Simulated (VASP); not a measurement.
Band structure of BeTe (zinc blende). Level of theory: revTPSS meta-GGA, VASP's PBE PAW potentials (set 64) (plane waves; VASP).

Unless said otherwise, spin-orbit coupling is left out, though it shifts the bands of the heavy elements here.

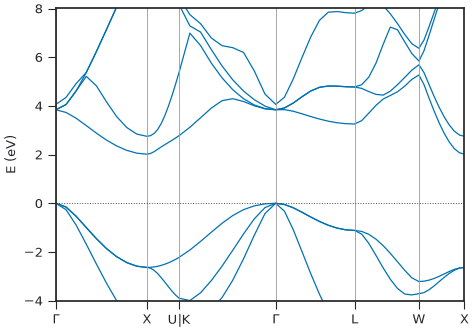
Figure: Bands along high-symmetry lines, zero at the valence-band maximum or, without a gap, the Fermi level

### Question
Read the plot: is there a gap, and where are the band edges?

### Answer
The gap is indirect, 2.02 eV, from the valence maximum at Γ to the conduction minimum at X.

Measured: gap 2.80 eV (computed value off by -0.78 eV), as given by Das et al., (2018), arXiv:1807.05623.

The compound is BeTe in the zinc blende structure. It was relaxed first.
